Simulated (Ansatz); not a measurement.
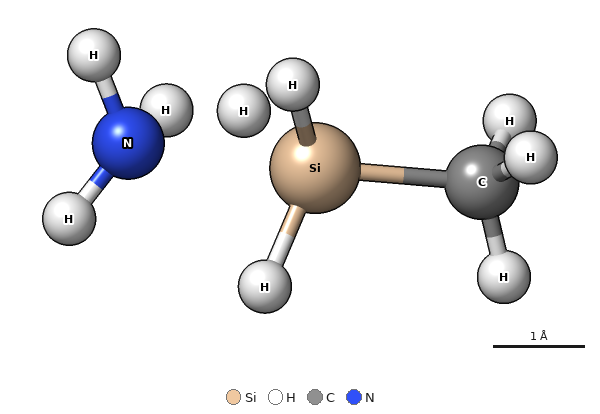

The structure as given in the input (ball-and-stick view, seen at a tilt). Bond lengths as drawn: C–H 1.11 Å, C–Si 1.87 Å, H–N 1.06 Å and H–Si 1.46 Å.

## Geometry relaxation, with input and output: CH$_{9}$NSi (part 1 of 2)

CH$_{9}$NSi, computed with RKS PBE0/6-31G* (Ansatz 0.2.0).

The input holds or restrains some coordinates. Forces given for the steps count only the free coordinates. It belongs to a series of runs on one base structure; here: pulled along the bonds that form and break, towards end B.

### The input
```yaml
crystal:
  periodic: [false, false, false]
  atoms:
    - { symbol: Si, position_ang: [0.0, 0.0, 0.0] }
    - { symbol: H, position_ang: [0.0, 0.0, 1.81] }
    - { symbol: H, position_ang: [1.3768, 0.0, -0.4862] }
    - { symbol: C, position_ang: [-0.8808, 1.5259, -0.6227] }
    - { symbol: H, position_ang: [-1.9334, 1.2723, -0.8671] }
    - { symbol: H, position_ang: [-0.8624, 2.3106, 0.1622] }
    - { symbol: H, position_ang: [-0.3704, 1.9025, -1.5336] }
    - { symbol: H, position_ang: [-0.6877, -1.1914, -0.4862] }
    - { symbol: "N", position_ang: [1.1065, -1.6802, 0.6685] }
    - { symbol: H, position_ang: [0.6674, -2.6449, 0.6516] }
    - { symbol: H, position_ang: [2.0989, -1.5558, 1.0196] }
    - { symbol: H, position_ang: [0.5459, -0.829, 1.7642] }
basis:
  gaussian: { orbitals: "6-31G*" }
hamiltonian:
  xc: pbe0
relax:
  f_tol: 0.15
  max_steps: 25
  restrain:
    - { distance: [0, 8], at: 1.82, k: 30.0 }
    - { distance: [11, 1], at: 0.66, k: 30.0 }
    - { distance: [0, 1], at: 2.66, k: 30.0 }
    - { distance: [11, 8], at: 2.26, k: 30.0 }
output:
  orbitals: {}
```

Run on 1 thread of AMD EPYC (Zen 5), 32 GiB of memory available, shared host.

Launched with:
```bash
ansatz run input.yaml --threads 1 --pin off --max-ram 2048MiB --backend cpu --events-out ev --progress --plain --runs-dir out
```

### The program's output
```
The last accepted step is kept in [file] (removed where the run ends without a failure and the disk answers)
Engine: ansatz 0.2.0, x86_64-unknown-linux-gnu
Functional definition: PBE0
  parameter a = 0.25
  parameter kappa = 0.804
  parameter beta = 0.06672455060314922
  exchange = (1 - a)*pbe_x(kappa = kappa, mu = beta*pi^2/3) + a*exact_x
  correlation = pbe_c(beta = beta)
810 factors; integrals over basis functions are off by at most 6.8e-4 eV
mean field evaluation 1: about -10531.8986 eV, gradient 6.1e1 eV
mean field evaluation 2: about -10512.2865 eV, gradient 1.0e2 eV
mean field evaluation 4: about -10539.9490 eV, gradient 5.7e0 eV
mean field evaluation 8: about -10540.0457 eV, gradient 4.8e-2 eV
mean field evaluation 16: about -10540.0457 eV, gradient 3.9e-5 eV
mean field -10540.04573424 eV, -387.3395364338 hartree, gradient 3.9e-5 eV, S^2 0.000000; 0 other end points of the search recorded, 0 dependent functions left out
the calculation of the forces begins
reference -10540.04575494 eV, -387.3395371944 hartree; 18, 18 occupied and 49, 49 virtual orbitals, 810 factors
relax step   1: F+E_penalty+E_count = -10540.04573424 eV  Δ(F+E_penalty+E_count) = +0.000e0 eV  max|allowed force component| = 3.662e0 eV/Å  E_restraint = 22.60221718 eV  max|allowed force component, restraints' pulls added| = 2.397e1 eV/Å  Δτ_max = 0.0000 Å  (24 SCF iters, accepted)
  distance Si 0 - N 8 = 2.1200 Å
  distance H 11 - H 1 = 0.9937 Å
  distance Si 0 - H 1 = 1.8100 Å
  distance H 11 - N 8 = 1.4965 Å
these checks for a lower state are left out or cut short: starts, cluster_reference, orbital_swaps, neighbouring_geometries, increment
810 factors; integrals over basis functions are off by at most 6.0e-4 eV
mean field -10539.74122420 eV, -387.3283458963 hartree, gradient 1.8e-5 eV, S^2 0.000000; 0 other end points of the search recorded, 0 dependent functions left out
[... from here on the field's lines of each further geometry are left out, up to the last ...]
relax step   2: F+E_penalty+E_count = -10539.74122420 eV  Δ(F+E_penalty+E_count) = +3.045e-1 eV  max|allowed force component| = 2.539e0 eV/Å  E_restraint = 8.96507127 eV  max|allowed force component, restraints' pulls added| = 1.504e1 eV/Å  Δτ_max = 0.1949 Å  (34 SCF iters, accepted)
relax step   3: F+E_penalty+E_count = -10540.50950347 eV  Δ(F+E_penalty+E_count) = -7.683e-1 eV  max|allowed force component| = 2.263e0 eV/Å  E_restraint = 1.54318324 eV  max|allowed force component, restraints' pulls added| = 7.664e0 eV/Å  Δτ_max = 0.1947 Å  (33 SCF iters, accepted)
relax step   4: F+E_penalty+E_count = -10541.71528216 eV  Δ(F+E_penalty+E_count) = -1.206e0 eV  max|allowed force component| = 2.262e0 eV/Å  E_restraint = 0.01745468 eV  max|allowed force component, restraints' pulls added| = 1.611e0 eV/Å  Δτ_max = 0.1945 Å  (27 SCF iters, accepted)
relax step   5: F+E_penalty+E_count = -10542.36041379 eV  Δ(F+E_penalty+E_count) = -6.451e-1 eV  max|allowed force component| = 1.678e0 eV/Å  E_restraint = 0.04839744 eV  max|allowed force component, restraints' pulls added| = 6.669e-1 eV/Å  Δτ_max = 0.1948 Å  (27 SCF iters, accepted)
relax step   6: F+E_penalty+E_count = -10542.82966367 eV  Δ(F+E_penalty+E_count) = -4.692e-1 eV  max|allowed force component| = 8.499e-1 eV/Å  E_restraint = 0.09297848 eV  max|allowed force component, restraints' pulls added| = 1.359e0 eV/Å  Δτ_max = 0.1955 Å  (27 SCF iters, accepted)
relax step   7: F+E_penalty+E_count = -10543.16552443 eV  Δ(F+E_penalty+E_count) = -3.359e-1 eV  max|allowed force component| = 9.105e-1 eV/Å  E_restraint = 0.08679253 eV  max|allowed force component, restraints' pulls added| = 1.130e0 eV/Å  Δτ_max = 0.1949 Å  (27 SCF iters, accepted)
relax step   8: F+E_penalty+E_count = -10543.42893322 eV  Δ(F+E_penalty+E_count) = -2.634e-1 eV  max|allowed force component| = 1.283e0 eV/Å  E_restraint = 0.07865926 eV  max|allowed force component, restraints' pulls added| = 3.119e-1 eV/Å  Δτ_max = 0.1948 Å  (25 SCF iters, accepted)
relax step   9: F+E_penalty+E_count = -10543.56536597 eV  Δ(F+E_penalty+E_count) = -1.364e-1 eV  max|allowed force component| = 1.104e0 eV/Å  E_restraint = 0.07844890 eV  max|allowed force component, restraints' pulls added| = 6.331e-1 eV/Å  Δτ_max = 0.1950 Å  (25 SCF iters, accepted)
relax step  10: F+E_penalty+E_count = -10543.62804121 eV  Δ(F+E_penalty+E_count) = -6.268e-2 eV  max|allowed force component| = 1.095e0 eV/Å  E_restraint = 0.07945486 eV  max|allowed force component, restraints' pulls added| = 3.465e-1 eV/Å  Δτ_max = 0.1919 Å  (25 SCF iters, accepted)
relax step  11: F+E_penalty+E_count = -10543.65219551 eV  Δ(F+E_penalty+E_count) = -2.415e-2 eV  max|allowed force component| = 1.281e0 eV/Å  E_restraint = 0.06790009 eV  max|allowed force component, restraints' pulls added| = 1.889e-1 eV/Å  Δτ_max = 0.1999 Å  (25 SCF iters, accepted)
the calculation of the forces begins
reference -10543.65285395 eV, -387.4720956380 hartree; 18, 18 occupied and 49, 49 virtual orbitals, 810 factors
relax step  12: F+E_penalty+E_count = -10543.65283177 eV  Δ(F+E_penalty+E_count) = -6.363e-4 eV  max|allowed force component| = 1.304e0 eV/Å  E_restraint = 0.06481149 eV  max|allowed force component, restraints' pulls added| = 6.824e-2 eV/Å  Δτ_max = 0.0912 Å  (26 SCF iters, accepted)
  distance Si 0 - N 8 = 1.7825 Å
  distance H 11 - H 1 = 0.7076 Å
  distance Si 0 - H 1 = 2.6817 Å
  distance H 11 - N 8 = 2.2732 Å
810 factors; integrals over basis functions are off by at most 8.2e-4 eV
mean field evaluation 96: about -10543.6412 eV, gradient 8.6e-2 eV
```

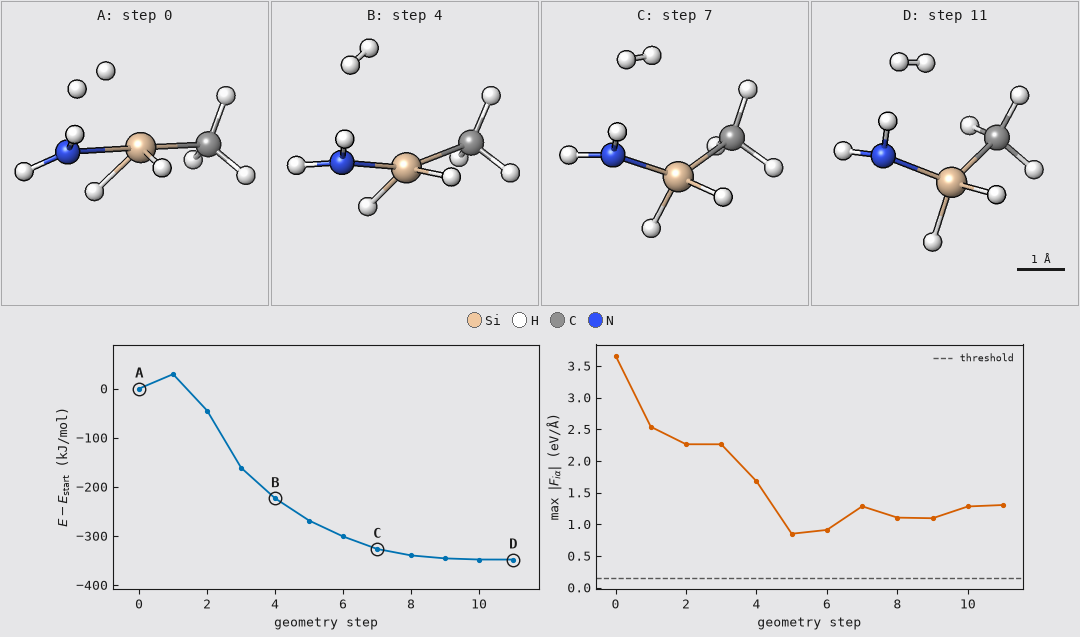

Frames of the restrained relaxation (ball-and-stick view, seen at a tilt) above the curves, on which the letters mark them (the first geometry is step 0 here and step 1 in the log).

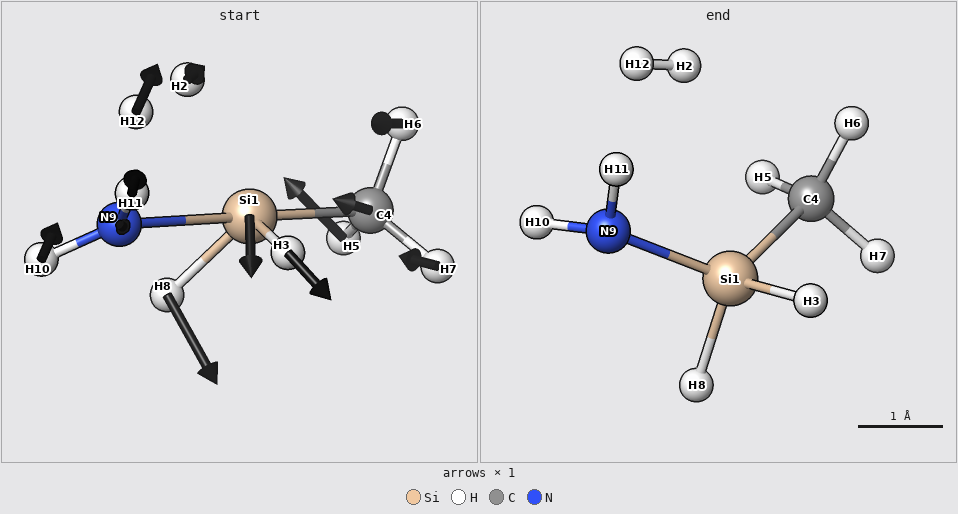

Before (left) and after (right) the restrained relaxation, at one scale (ball-and-stick view, seen at a tilt). The black arrows give the displacements, at true length. Over 11 geometry steps the energy falls by 348.0 kJ/mol. Largest force component: 3.7 eV/Å at the start, 1.3 eV/Å at the end. The largest move after the best rigid fit is that of H8, 1.27 Å. Largest moves by element: H 1.27 Å, Si 0.86 Å, C 0.56 Å, N 0.22 Å. Distances before and after: Si1–N9 2.120 → 1.783 Å, H2–H12 0.994 → 0.708 Å, N9–H10 1.060 → 1.011 Å, Si1–H3 1.460 → 1.491 Å. New bonds form: H2–H12 (0.99 → 0.71 Å). Among the angles that change: C4–Si1–N9 176.6° → 125.8°, H3–Si1–N9 67.2° → 103.9°, H8–Si1–N9 72.8° → 104.7°. (Atoms are counted from 1 in the order of the input.)

```
mean field -10543.65283177 eV, -387.4720948231 hartree, gradient 6.0e-6 eV, S^2 0.000000; 1 other end points of the search recorded, 0 dependent functions left out
the calculation of the forces begins
reference -10543.65285395 eV, -387.4720956380 hartree; 18, 18 occupied and 49, 49 virtual orbitals, 810 factors
Total energy: -10543.65285395 eV, -387.4720956380 hartree
Atom 0 at     0.383765    -0.371884    -0.662500 Å, force     0.569544    -0.882485     0.136531 eV/Å
Atom 1 at    -0.201331     0.317850     1.862087 Å, force    -0.739323     1.303782     0.038245 eV/Å
Atom 2 at     1.640634     0.167274    -1.256249 Å, force     0.005222     0.001204    -0.026734 eV/Å
Atom 3 at    -0.680276     1.135656    -0.261139 Å, force    -0.028505    -0.002973    -0.042302 eV/Å
Atom 4 at    -1.651956     0.890551     0.178362 Å, force    -0.025358    -0.003388     0.011997 eV/Å
Atom 5 at    -0.188161     1.879522     0.372905 Å, force     0.015694    -0.006901     0.002201 eV/Å
Atom 6 at    -0.871184     1.613589    -1.232521 Å, force    -0.013462    -0.009780     0.018267 eV/Å
Atom 7 at    -0.377382    -1.151937    -1.681539 Å, force    -0.001610     0.005907     0.018932 eV/Å
Atom 8 at     0.952871    -1.589530     0.508300 Å, force    -0.263940     0.506393    -1.057143 eV/Å
Atom 9 at     0.281604    -2.210296     0.940092 Å, force    -0.013872     0.004799     0.011645 eV/Å
Atom 10 at     1.664647    -1.316873     1.170436 Å, force     0.047998    -0.012345     0.036899 eV/Å
Atom 11 at     0.107570    -0.253922     2.142066 Å, force     0.447612    -0.904215     0.851462 eV/Å
Dipole moment:    -0.135467     0.107245     0.308759 e Å
```

### Trajectory as extended XYZ (Å, eV, eV/Å), 12 frames, from step=1 to step=12
```
12
Properties=species:S:1:pos:R:3:forces:R:3 step=1 energy=-10540.04573
Si    0.0000    0.0000    0.0000    1.3691  -1.4466   0.4032
H     0.0000    0.0000    1.8100   -0.7872   1.3040  -1.0717
H     1.3768    0.0000   -0.4862    0.3719   1.5649  -0.6927
C    -0.8808    1.5259   -0.6227   -0.5974   0.6992   0.6690
H    -1.9334    1.2723   -0.8671    0.4276   0.2843   0.1420
H    -0.8624    2.3106    0.1622   -0.1795  -0.0362  -0.5768
H    -0.3704    1.9025   -1.5336   -0.1845  -0.2119   0.4556
H    -0.6877   -1.1914   -0.4862   -1.1705   0.0501  -0.3588
N     1.1065   -1.6802    0.6685   -0.1583  -0.0264   3.6616
H     0.6674   -2.6449    0.6516    1.4098   1.2108   0.5133
H     2.0989   -1.5558    1.0196   -1.2766  -1.1909  -0.8611
H     0.5459   -0.8290    1.7642    0.7756  -2.2012  -2.2836
12
Properties=species:S:1:pos:R:3:forces:R:3 step=2 energy=-10539.74122
Si    0.0509   -0.0703   -0.1433    1.8061  -2.5386   0.4281
H     0.0176   -0.0252    2.0024   -0.3252   0.5773   0.4656
H     1.4056    0.0206   -0.5095    1.4100   1.6593  -1.2716
C    -0.8797    1.5217   -0.6178   -0.3749   0.1551   1.1468
H    -1.9293    1.2758   -0.8651    0.3392   0.1479   0.1612
H    -0.8632    2.3093    0.1580   -0.0832  -0.0563  -0.4081
H    -0.3744    1.9017   -1.5278   -0.0390  -0.2335   0.3885
H    -0.7118   -1.2089   -0.5029   -1.6434  -0.5473  -0.9548
N     1.1248   -1.6945    0.5592   -0.0254   0.1821   1.0953
H     0.6810   -2.6385    0.6562    0.9244   1.0607   0.3218
H     2.0811   -1.5710    1.0050   -1.5565  -0.7448  -0.7558
H     0.4583   -0.7107    1.8659   -0.4320   0.3382  -0.6170
```
